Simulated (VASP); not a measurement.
# A VASP study of TaN (PBEsol): structure first, properties next, part 3 of 3

Aim: relax TaN, then compute properties on the relaxed cell. The start is a computed cell from the Materials Project.

VASP 6.6.1; PBEsol; plane waves and PAW (Ta_pv, N).

So far. Step 5 (Bands along the symmetry lines (PBEsol)): There is no gap at this level. Step 6 (Total and projected DOS (PBEsol)): The finer mesh and the other smearing move the Fermi level by +0.10 eV from the 9×9×9 run, one measure of the sampling error in the zero of the bands above. Of the states within 0.3 eV of the Fermi level, the largest shares in the PAW spheres are Ta d 61 % and N p 11 %. The rest lies in smaller channels or between the spheres. The relaxed cell has a = 4.379 Å (conventional setting).

## (7) Vibrations at Γ (PBEsol)

Zone-centre modes test whether the atoms sit at a minimum within this cell. IBRION = 8 takes the force constants from linear response, which needs tightly converged orbitals.

Input file INCAR:

```
SYSTEM = TaN
PREC = Accurate
ENCUT = 520
EDIFF = 1E-08
NELM = 100
ISMEAR = 1
SIGMA = 0.2
LREAL = .FALSE.
ALGO = Normal
GGA = PS
NBANDS = 14
LASPH = .TRUE.
LORBIT = 11
LWAVE = .FALSE.
LCHARG = .FALSE.
KPAR = 2
IBRION = 8
ISIF = 2
```

Input file POSCAR:

```
TaN
1.0
    0.0000000000      2.1896803542      2.1896803542
    2.1896803542      0.0000000000      2.1896803542
    2.1896803542      2.1896803542      0.0000000000
Ta N
1 1
Direct
    0.5000000000      0.5000000000      0.5000000000
    0.0000000000      0.0000000000      0.0000000000
```

Input file KPOINTS:

```
Automatic mesh
0
Gamma
15 15 15
0 0 0
```

PAW data sets: Ta_pv and N (PBE family, release 64).

On the command line:

```sh
> mpirun -np 2 vasp_std
```

The program printed:

```text
[... set-up lines as in an earlier step ...]
 entering main loop
       N       E                     dE             d eps       ncg     rms          rms(c)
DAV:   1     0.880343815798E+02    0.88034E+02   -0.88823E+03  3376   0.121E+03
DAV:   2    -0.230315038712E+02   -0.11107E+03   -0.10500E+03  4098   0.316E+02
DAV:   3    -0.259897172942E+02   -0.29582E+01   -0.29365E+01  3846   0.482E+01
DAV:   4    -0.260045492873E+02   -0.14832E-01   -0.14830E-01  3926   0.355E+00
DAV:   5    -0.260046447400E+02   -0.95453E-04   -0.95452E-04  3804   0.258E-01    0.250E+01
DAV:   6    -0.233428043185E+02    0.26618E+01   -0.57156E+00  3800   0.269E+01    0.106E+01
DAV:   7    -0.232554167467E+02    0.87388E-01   -0.35620E-01  4152   0.570E+00    0.715E+00
DAV:   8    -0.232209975898E+02    0.34419E-01   -0.13144E-01  4020   0.330E+00    0.141E+00
DAV:   9    -0.232168778814E+02    0.41197E-02   -0.12470E-02  3738   0.972E-01    0.367E-01
DAV:  10    -0.232167260811E+02    0.15180E-03   -0.52958E-04  4518   0.285E-01    0.104E-01
DAV:  11    -0.232166952181E+02    0.30863E-04   -0.59224E-05  3780   0.800E-02    0.179E-02
DAV:  12    -0.232166951446E+02    0.73443E-07   -0.33404E-06  4344   0.179E-02    0.368E-03
DAV:  13    -0.232166950049E+02    0.13977E-06   -0.12425E-07  3710   0.305E-03    0.745E-04
DAV:  14    -0.232166950020E+02    0.28151E-08   -0.59423E-09  2676   0.995E-04
   1 F= -.23216695E+02 E0= -.23217050E+02  d E =0.106490E-02
 Linear response reoptimize wavefunctions to high precision
DAV:   1    -0.232166949949E+02    0.71420E-08   -0.10484E-09  2872   0.444E-04
DAV:   2    -0.232166949949E+02   -0.86402E-11   -0.51680E-11  2016   0.659E-05
 Linear response DOF=           2
 Linear response progress:
  Degree of freedom:   1/  2
       N       E                     dE             d eps       ncg     rms          rms(c)
RMM:   1    -0.136549090962E+00   -0.13655E+00    0.11500E+01  8490   0.244E+01
RMM:   2    -0.165140878144E+00   -0.28592E-01   -0.26596E-02 12699   0.146E+00    0.111E-01
RMM:   3    -0.164387394367E+00    0.75348E-03   -0.19754E-03 14637   0.278E-01    0.508E-02
RMM:   4    -0.163876679508E+00    0.51071E-03   -0.17731E-04 15635   0.900E-02    0.187E-02
RMM:   5    -0.163669853673E+00    0.20683E-03   -0.15839E-05 15769   0.245E-02    0.475E-03
RMM:   6    -0.163656736452E+00    0.13117E-04   -0.22812E-06 15082   0.849E-03    0.839E-04
RMM:   7    -0.163652941301E+00    0.37952E-05   -0.42123E-08 15990   0.241E-03    0.326E-04
RMM:   8    -0.163654767535E+00   -0.18262E-05   -0.29059E-07 16815   0.821E-04    0.720E-05
RMM:   9    -0.163655433276E+00   -0.66574E-06   -0.64459E-07 16024   0.311E-04    0.403E-05
RMM:  10    -0.163655868047E+00   -0.43477E-06   -0.47725E-07 15220   0.186E-04    0.955E-06
RMM:  11    -0.163655926929E+00   -0.58883E-07   -0.34916E-07 16982   0.893E-05    0.544E-06
RMM:  12    -0.163655910636E+00    0.16293E-07   -0.34688E-07 15774   0.502E-05    0.978E-07
RMM:  13    -0.163655922492E+00   -0.11856E-07   -0.31683E-07 15008   0.307E-05    0.635E-07
RMM:  14    -0.163655935233E+00   -0.12741E-07   -0.31137E-07 13261   0.222E-05    0.589E-07
RMM:  15    -0.163655927269E+00    0.79641E-08   -0.29780E-07  9004   0.174E-05    0.377E-07
RMM:  16    -0.163655927993E+00   -0.72408E-09   -0.29862E-07  6738   0.149E-05    0.375E-07
RMM:  17    -0.163655927704E+00    0.28867E-09   -0.29609E-07  6332   0.136E-05    0.448E-07
RMM:  18    -0.163655926864E+00    0.84049E-09   -0.29565E-07  6243   0.130E-05    0.523E-07
RMM:  19    -0.163655926848E+00    0.15545E-10   -0.29419E-07  5811   0.125E-05    0.541E-07
RMM:  20    -0.163655927636E+00   -0.78777E-09   -0.29473E-07  5618   0.123E-05    0.460E-07
 first order change of Fermi-energy   0.32740E-03
 force on displaced ion       1 direction 1 :  -8.229   0.000   0.000
 Linear response progress:
  Degree of freedom:   2/  2
       N       E                     dE             d eps       ncg     rms          rms(c)
RMM:   1    -0.234947212665E+00   -0.23495E+00    0.15732E-01 17443   0.294E+00
RMM:   2    -0.231193465177E+00    0.37537E-02   -0.41739E-03 13688   0.492E-01    0.147E-01
RMM:   3    -0.232065866578E+00   -0.87240E-03   -0.80539E-04 12262   0.174E-01    0.753E-02
RMM:   4    -0.233380238177E+00   -0.13144E-02   -0.40944E-04 12467   0.122E-01    0.223E-02
RMM:   5    -0.233472815272E+00   -0.92577E-04   -0.19870E-05 14248   0.340E-02    0.250E-03
RMM:   6    -0.233471665443E+00    0.11498E-05   -0.20212E-06 14301   0.757E-03    0.990E-04
RMM:   7    -0.233462222488E+00    0.94430E-05   -0.19851E-07 14125   0.219E-03    0.398E-04
RMM:   8    -0.233464230398E+00   -0.20079E-05   -0.37914E-08 14946   0.820E-04    0.101E-04
RMM:   9    -0.233462776650E+00    0.14537E-05   -0.47663E-08 14499   0.330E-04    0.312E-05
RMM:  10    -0.233462720005E+00    0.56645E-07   -0.20343E-08 16409   0.115E-04    0.242E-05
RMM:  11    -0.233462687254E+00    0.32751E-07    0.13720E-07 16028   0.508E-05    0.950E-06
RMM:  12    -0.233462727984E+00   -0.40729E-07   -0.43025E-08 14765   0.344E-05    0.195E-06
RMM:  13    -0.233462732123E+00   -0.41395E-08   -0.66982E-08 11909   0.285E-05    0.142E-06
 first order change of Fermi-energy  -0.39689E-04
 force on displaced ion       2 direction 1 :  -8.224   0.000   0.000
 Linear response finished
```

Run time: 1.7 min. Hardware: 2 MPI ranks of Intel Xeon Platinum 8559C (Emerald Rapids), shared host; peak memory 0.61 GiB; 3.4 min of CPU time.

Parts of OUTCAR (step 7):

```text
   k-points           NKPTS =    120   k-points in BZ     NKDIM =    120   number of bands    NBANDS=     14

   NELECT =      16.0000    total number of electrons

  Total       -0.0022602     -0.0022602     -0.0022602     -0.0000000     -0.0000000      0.0000000
  in kB       -0.1724565     -0.1724565     -0.1724565     -0.0000000     -0.0000000      0.0000000
  external PRESSURE =      -0.1724565 kB  Pullay stress =       0.0000000 kB

 POSITION                                       TOTAL-FORCE (eV/Angst)
 -----------------------------------------------------------------------------------
      2.18968      2.18968      2.18968         0.000000     -0.000000      0.000000
      0.00000      0.00000      0.00000        -0.000000      0.000000      0.000000
 -----------------------------------------------------------------------------------
    total drift:                                0.000000     -0.000000     -0.000000

 Eigenvectors and eigenvalues of the dynamical matrix
 ----------------------------------------------------

   1 f  =   12.436904 THz    78.143373 2PiTHz  414.850465 cm-1    51.434879 meV
             X         Y         Z           dx          dy          dz
      2.189680  2.189680  2.189680     0.000000    0.268057    0.000000
      0.000000  0.000000  0.000000     0.000000   -0.963403    0.000000

   2 f  =   12.436904 THz    78.143373 2PiTHz  414.850465 cm-1    51.434879 meV
             X         Y         Z           dx          dy          dz
      2.189680  2.189680  2.189680    -0.268057    0.000000    0.000000
      0.000000  0.000000  0.000000     0.963403    0.000000    0.000000

   3 f  =   12.436904 THz    78.143373 2PiTHz  414.850465 cm-1    51.434879 meV
             X         Y         Z           dx          dy          dz
      2.189680  2.189680  2.189680     0.000000    0.000000   -0.268057
      0.000000  0.000000  0.000000     0.000000    0.000000    0.963403

   4 f/i=    0.000856 THz     0.005379 2PiTHz    0.028559 cm-1     0.003541 meV
             X         Y         Z           dx          dy          dz
      2.189680  2.189680  2.189680     0.000000   -0.963403    0.000000
      0.000000  0.000000  0.000000     0.000000   -0.268057    0.000000

   5 f/i=    0.000856 THz     0.005379 2PiTHz    0.028559 cm-1     0.003541 meV
             X         Y         Z           dx          dy          dz
      2.189680  2.189680  2.189680     0.963403    0.000000    0.000000
      0.000000  0.000000  0.000000     0.268057    0.000000    0.000000

   6 f/i=    0.000856 THz     0.005379 2PiTHz    0.028559 cm-1     0.003541 meV
             X         Y         Z           dx          dy          dz
      2.189680  2.189680  2.189680     0.000000    0.000000    0.963403
      0.000000  0.000000  0.000000     0.000000    0.000000    0.268057

 ELASTIC MODULI CONTR FROM IONIC RELAXATION (kBar)
 Direction    XX          YY          ZZ          XY          YZ          ZX
 --------------------------------------------------------------------------------
 XX           0.0000      0.0000      0.0000      0.0000      0.0000      0.0000
 YY           0.0000      0.0000      0.0000      0.0000      0.0000      0.0000
 ZZ           0.0000      0.0000      0.0000      0.0000      0.0000      0.0000
 XY           0.0000      0.0000      0.0000      0.0000      0.0000      0.0000
 YZ           0.0000      0.0000      0.0000      0.0000      0.0000      0.0000
 ZX           0.0000      0.0000      0.0000      0.0000      0.0000      0.0000
 --------------------------------------------------------------------------------

[... 6 parts as in an earlier step ...]

[... 4 further parts left out ...]
```

Energies printed during the response cycles are not total energies of the cell.

This step gave:

```yaml
bands: 14
irreducible_k_points: 120
pressure_of_the_cell: -0.01725 GPa
largest_force_of_the_cell: 0 eV/Å
fermi_energy: 9.510 eV
```

Modes at Γ, with each element's share of the kinetic energy:

```csv
mode,frequency (cm⁻¹),symmetry,Ta %,N %
1,0.0,acoustic,93,7
2,0.0,acoustic,93,7
3,0.0,acoustic,93,7
4,414.9,T1u,7,93
5,414.9,T1u,7,93
6,414.9,T1u,7,93
```

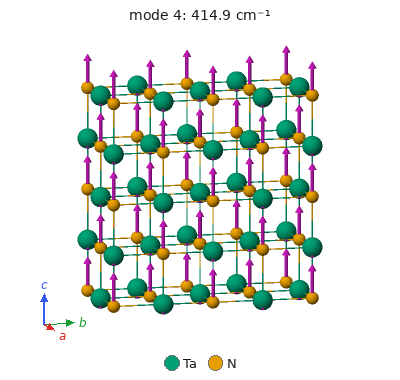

Displacement patterns of mode 4 at Γ; arrows are exaggerated. 1×2×2 conventional cells are drawn. Some periodic images of atoms are drawn too.

The three acoustic modes come out at zero, and all others are real. By the characters of their eigenvectors the optical modes sort into (cm⁻¹) infrared active: T1u 415.

## (8) Electric field gradients (PBEsol)

Field gradients probe how far the charge around each nucleus departs from cubic symmetry; LASPH keeps the non-spherical terms inside the spheres.

Input file INCAR:

```
SYSTEM = TaN
PREC = Accurate
ENCUT = 520
EDIFF = 1E-07
NELM = 100
ISMEAR = 0
SIGMA = 0.05
LREAL = .FALSE.
ALGO = Normal
GGA = PS
NBANDS = 14
LASPH = .TRUE.
LORBIT = 11
LWAVE = .FALSE.
LCHARG = .FALSE.
KPAR = 2
LEFG = .TRUE.
```

POSCAR is that of step 7.

Input file KPOINTS:

```
Automatic mesh
0
Gamma
9 9 9
0 0 0
```

On the command line:

```sh
> mpirun -np 2 vasp_std
```

The program printed:

```text
[... set-up lines as in an earlier step ...]
 entering main loop
       N       E                     dE             d eps       ncg     rms          rms(c)
[... 11 cycles as in an earlier step ...]
DAV:  12    -0.232141630801E+02    0.11470E-06   -0.34009E-06  1262   0.180E-02    0.296E-03
DAV:  13    -0.232141629402E+02    0.13994E-06   -0.15157E-07   944   0.329E-03    0.585E-04
DAV:  14    -0.232141629369E+02    0.32974E-08   -0.59533E-09   652   0.101E-03
ion   1
     0.0000000    -0.0000000    -0.0000000    -0.0000000     0.0000000    -0.0000000
     0.0000657    -0.0000000    -0.0000000    -0.0000000     0.0000000    -0.0000000
     0.0000905    -0.0000000    -0.0000000    -0.0000000     0.0000000    -0.0000000
     0.0001247    -0.0000000    -0.0000000    -0.0000000     0.0000000    -0.0000000
     0.0001717    -0.0000000    -0.0000000    -0.0000000     0.0000000    -0.0000000

     0.0000000    -0.0000000    -0.0000000    -0.0000000     0.0000000     0.0000000
     0.0000657    -0.0000000    -0.0000000    -0.0000000     0.0000000     0.0000000
     0.0000905    -0.0000000    -0.0000000    -0.0000000     0.0000000     0.0000000
     0.0001247    -0.0000000    -0.0000000    -0.0000000     0.0000000     0.0000000
     0.0001717    -0.0000000    -0.0000000    -0.0000000     0.0000000     0.0000000

ion   2
     0.0000000    -0.0000000    -0.0000000     0.0000000    -0.0000000    -0.0000000
     0.0000281    -0.0000000    -0.0000000     0.0000000    -0.0000000    -0.0000000
     0.0000381    -0.0000000    -0.0000000     0.0000000    -0.0000000    -0.0000000
     0.0000517    -0.0000000    -0.0000000     0.0000000    -0.0000000    -0.0000000
     0.0000701    -0.0000000    -0.0000000     0.0000000    -0.0000000    -0.0000000

     0.0000000    -0.0000000    -0.0000000     0.0000000    -0.0000000    -0.0000000
     0.0000281    -0.0000000    -0.0000000     0.0000000    -0.0000000    -0.0000000
     0.0000381    -0.0000000    -0.0000000     0.0000000    -0.0000000    -0.0000000
     0.0000517    -0.0000000    -0.0000000     0.0000000    -0.0000000    -0.0000000
     0.0000701    -0.0000000    -0.0000000     0.0000000    -0.0000000    -0.0000000

   1 F= -.23214163E+02 E0= -.23213676E+02  d E =-.974004E-03
```

It took 7.4 s on 2 MPI ranks; peak memory 0.26 GiB; 13 s of CPU time.

OUTCAR, selected parts (step 8):

```text
   NELECT =      16.0000    total number of electrons

 E-fermi :   9.4074

 k-point     1 :       0.0000    0.0000    0.0000
  band No.  band energies     occupation
    ...
      6       5.6901      2.00000
      7       5.6901      2.00000
      8       7.3529      2.00000
      9       7.3529      2.00000
     10       7.3529      2.00000
     11       9.5444      0.00011
     12       9.5444      0.00011
     13      11.1717      0.00000
     14      18.9006      0.00000

  Total       -0.0025617     -0.0025617     -0.0025617      0.0000000      0.0000000      0.0000000
  in kB       -0.1954664     -0.1954664     -0.1954664      0.0000000      0.0000000      0.0000000
  external PRESSURE =      -0.1954664 kB  Pullay stress =       0.0000000 kB

  FREE ENERGIE OF THE ION-ELECTRON SYSTEM (eV)
  ---------------------------------------------------
  free  energy   TOTEN  =       -23.2141629369 eV

  energy  without entropy=      -23.2131889330  energy(sigma->0) =      -23.21367593

 Electric field gradients after diagonalization (V/A^2)
 (convention: |V_zz| > |V_xx| > |V_yy|)
----------------------------------------------------------------------
 ion       V_xx      V_yy      V_zz     asymmetry (V_yy - V_xx)/ V_zz
----------------------------------------------------------------------
   1      -0.000    -0.000     0.000       0.000
   2      -0.000    -0.000     0.000       0.000
----------------------------------------------------------------------

[... 10 parts as in an earlier step ...]

[... 8 further parts left out ...]
```

This step gave:

```yaml
electronic_steps: 14
irreducible_k_points: 35
free_energy_toten: -23.21 eV
fermi_energy: 9.407 eV
pressure: -0.01955 GPa
```

Electric field gradients, by row:

```csv
atom,Vxx (V/Å²),Vyy (V/Å²),Vzz (V/Å²),asymmetry
Ta1,0,0,0,-
N2,0,0,0,-
```

All gradients vanish within the noise.

The run ends at a pressure of -0.02 GPa.

## (9) Summary of results

| Item | Value |
| --- | --- |
| relaxed volume | 10.50 Å³/atom |
| relaxed conventional cell a, b, c | 4.379, 4.379, 4.379 Å |
| space group after relaxing, within 0.02 Å | Fm-3m (No. 225) |
| band gap | none, a metal |
| DOS at the Fermi level | 0.709 states/eV/cell |
| highest zone-centre mode | 415 cm⁻¹ |
| largest field gradient Vzz | zero within the noise on all sites |

What this shows: With PBEsol, TaN relaxes to 10.50 Å³/atom in space group Fm-3m (held by the symmetry of the run) and comes out as a metal. Bands along the symmetry lines (PBEsol): Of the bands kept, 3 cross the Fermi level on this path. Vibrations at Γ (PBEsol): The highest mode in this list at Γ, 414.9 cm⁻¹, is mostly motion of N (93 % of the kinetic energy). Spin-orbit coupling is left out, and with elements this heavy it would split and shift bands near the Fermi level. The k-sampling is coarse for a metal, so the Fermi level, pressures and the shape of the cell carry errors. Modes at Γ alone can't show that the crystal is stable at other wave vectors. No search among competing phases was made, and a listed structure need not be the one stable at ambient conditions. All values are for a static lattice at zero temperature.

[Lines on the potential files, build, host, timing and source positions are cut from VASP's logs without a mark.]

[Logs are printed without paths, hosts, clocks, repeated set-up lines and the standing remarks that a program may print on its own settings, such as how far it seeks lower states.]

[Hosts, paths, dates, database ids (printed as entryN), source tags and the programs' standing remarks are cut or masked in the printed files.]

[A measured line is paired with the nearest computed mode of its activity, which favours agreement.]
